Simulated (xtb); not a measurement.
## C2H4FNOSi: geometry relaxation (part 4 of 4)

C2H4FNOSi; GFN2-xTB (xtb 6.7.1). The geometry: force field.

Geometry of the input (Å):
```
O  1.6046  -0.9498  -0.2605
C  0.2692  -0.5001  0.2433
F  -0.1374  -1.2865  1.2577
C  -0.7896  -0.4084  -0.8137
N  -1.2404  0.8089  -0.8193
Si -0.0887  1.3328  0.4053
H  1.5911  -1.8597  -0.0963
H  -1.1907  -1.2532  -1.4081
H  -0.8060  1.7834  1.6672
H  0.8709  2.2813  -0.1729
```

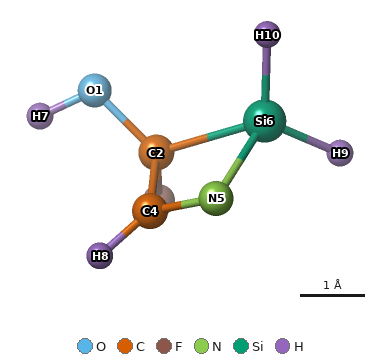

*The geometry at step 9 of the log (ball-and-stick view, seen at a tilt; atoms are numbered from 1 in the order of the input).*

Trajectory as extended XYZ, continued:
```
10
Properties=species:S:1:pos:R:3 step=6 energy=-536.59262
O     1.5377   -0.8843   -0.1483
C     0.2864   -0.5050    0.2693
F    -0.1033   -1.3222    1.3440
C    -0.8035   -0.4600   -0.7846
N    -1.1929    0.7489   -0.8869
Si   -0.1133    1.4097    0.3857
H     1.5552   -1.8440   -0.3086
H    -1.2064   -1.2725   -1.3776
H    -0.8232    1.7977    1.5937
H     0.9463    2.2803   -0.0842
10
Properties=species:S:1:pos:R:3 step=7 energy=-536.59448
O     1.5365   -0.8860   -0.1399
C     0.2848   -0.5033    0.2739
F    -0.1080   -1.3199    1.3475
C    -0.8014   -0.4608   -0.7794
N    -1.1864    0.7484   -0.8902
Si   -0.1121    1.4070    0.3860
H     1.5497   -1.8316   -0.3313
H    -1.2025   -1.2758   -1.3684
H    -0.8271    1.7954    1.5866
H     0.9496    2.2753   -0.0819
10
Properties=species:S:1:pos:R:3 step=8 energy=-536.59472
O     1.5373   -0.8792   -0.1190
C     0.2812   -0.5040    0.2853
F    -0.1155   -1.3228    1.3556
C    -0.7976   -0.4640   -0.7724
N    -1.1782    0.7457   -0.8944
Si   -0.1121    1.4052    0.3882
H     1.5409   -1.8190   -0.3779
H    -1.1953   -1.2813   -1.3592
H    -0.8341    1.8037    1.5785
H     0.9565    2.2643   -0.0818
10
Properties=species:S:1:pos:R:3 step=9 energy=-536.59605
O     1.5348   -0.8800   -0.1290
C     0.2803   -0.5053    0.2825
F    -0.1113   -1.3250    1.3518
C    -0.7991   -0.4627   -0.7766
N    -1.1830    0.7463   -0.8914
Si   -0.1130    1.4058    0.3887
H     1.5463   -1.8220   -0.3557
H    -1.1966   -1.2779   -1.3672
H    -0.8297    1.8047    1.5848
H     0.9543    2.2648   -0.0850
10
Properties=species:S:1:pos:R:3 step=10 energy=-536.59641
O     1.5335   -0.8778   -0.1273
C     0.2779   -0.5070    0.2857
F    -0.1109   -1.3284    1.3529
C    -0.7996   -0.4636   -0.7758
N    -1.1817    0.7460   -0.8921
Si   -0.1135    1.4053    0.3901
H     1.5469   -1.8176   -0.3611
H    -1.1954   -1.2783   -1.3685
H    -0.8306    1.8100    1.5847
H     0.9564    2.2601   -0.0858
10
Properties=species:S:1:pos:R:3 step=11 energy=-536.59667
O     1.5302   -0.8699   -0.1200
C     0.2706   -0.5119    0.2960
F    -0.1108   -1.3396    1.3565
C    -0.8005   -0.4665   -0.7731
N    -1.1768    0.7446   -0.8949
Si   -0.1143    1.4041    0.3934
H     1.5477   -1.8024   -0.3816
H    -1.1935   -1.2806   -1.3689
H    -0.8340    1.8247    1.5816
H     0.9645    2.2462   -0.0864
10
Properties=species:S:1:pos:R:3 step=12 energy=-536.59677
O     1.5310   -0.8720   -0.1229
C     0.2729   -0.5106    0.2934
F    -0.1096   -1.3373    1.3557
C    -0.8009   -0.4660   -0.7728
N    -1.1763    0.7453   -0.8956
Si   -0.1136    1.4046    0.3923
H     1.5473   -1.8058   -0.3776
H    -1.1958   -1.2807   -1.3663
H    -0.8356    1.8209    1.5800
H     0.9636    2.2503   -0.0835
```

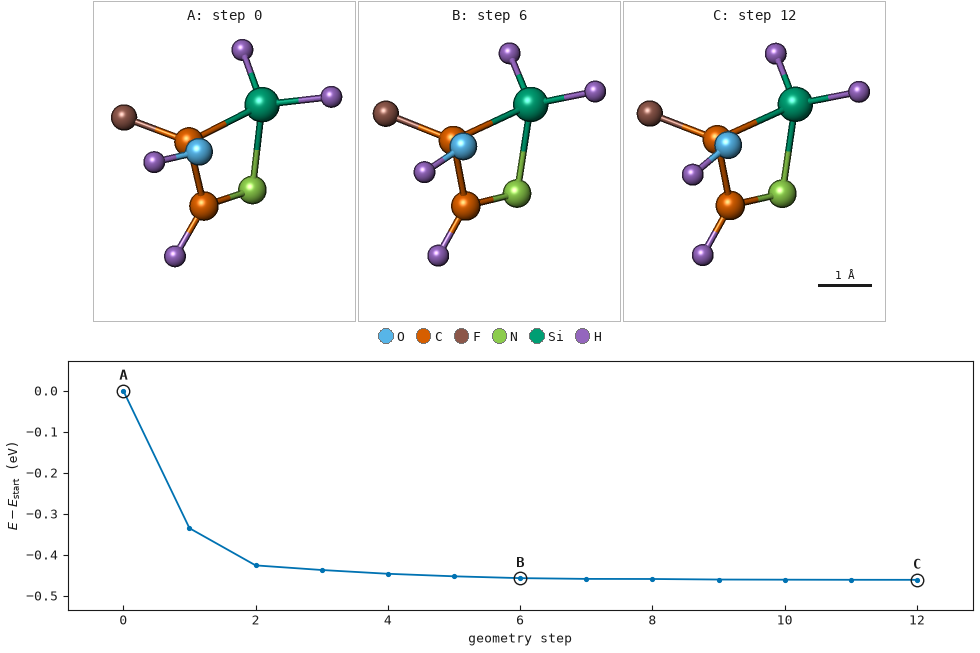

*Frames of the relaxation (ball-and-stick view, seen at a tilt) above the curves, on which the letters mark them (steps are counted from 0).*

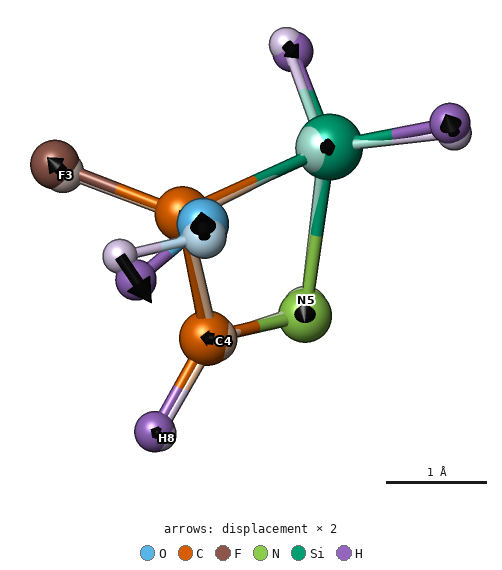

*Start (faint) and end (solid) with the displacements as black arrows, magnified 2 times (ball-and-stick view, seen at a tilt). The two geometries are laid on each other by the best rigid fit.*

The atom that moves furthest after the best rigid fit is H7 (0.29 Å). By element the largest moves are H 0.29 Å, O 0.18 Å, N 0.12 Å, F 0.11 Å, Si 0.08 Å, C 0.07 Å. Distances before and after: O1–C2 1.496 → 1.374 Å, C2–Si6 1.875 → 1.956 Å, Si6–H9 1.520 → 1.451 Å, C2–F3 1.346 → 1.399 Å. Among the angles that change: C2–O1–H7 102.9° → 110.4°, N5–Si6–H10 110.2° → 114.7°, C2–Si6–H10 118.2° → 114.1°. Over 12 geometry steps the energy falls by 0.461 eV. (Atoms are counted from 1 in the order of the input.)

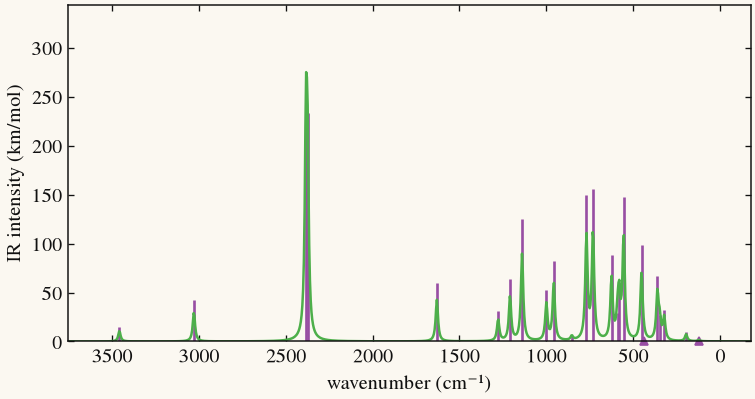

*Harmonic infrared spectrum, unscaled: sticks (degenerate modes added up, dark ones marked on the axis) with a Lorentzian envelope of 16 cm⁻¹ full width, scaled to the tallest stick.*

24 modes from 122 to 3458 cm⁻¹, none imaginary. The strongest line is at 2384 cm⁻¹ (275 km/mol).

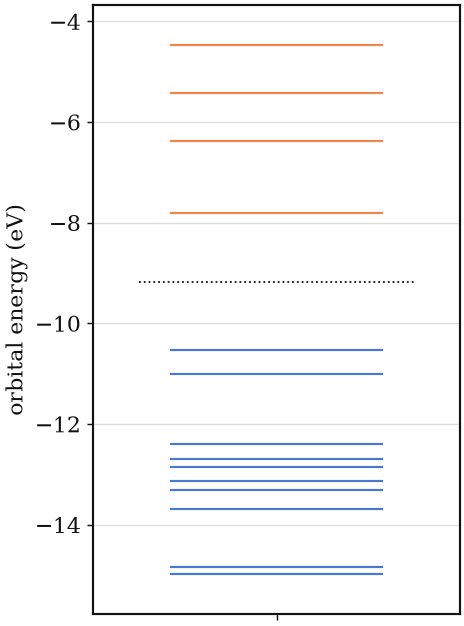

*Orbital energies near the frontier; the dotted line parts filled from empty levels, and levels within 0.02 eV of each other stand side by side.*

Highest filled −10.52 eV, lowest empty −7.81 eV, 2.71 eV apart.
